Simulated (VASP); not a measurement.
Band structure of ZrO₂ (fluorite). These are LDA (Ceperley-Alder, Perdew-Zunger), VASP's LDA PAW potentials (set 64) (plane waves; VASP) values and carry that method's errors.

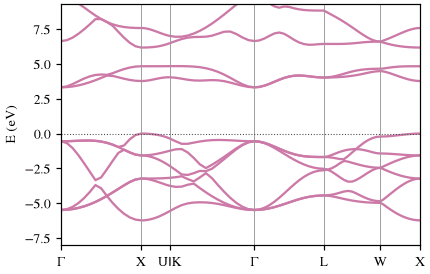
Figure. Bands along high-symmetry lines, zero at the valence-band maximum or, without a gap, the Fermi level

**Question.** Read the plot: is there a gap, and where are the band edges?

**Answer.** The gap is indirect, 3.32 eV, from the valence maximum at X to the conduction minimum at Γ. (Edges off the drawn lines would not show.)

The compound is ZrO2 in the fluorite structure, the high-temperature cubic form, which is unstable at 0 K; the monoclinic form is the stable one. It was relaxed first.
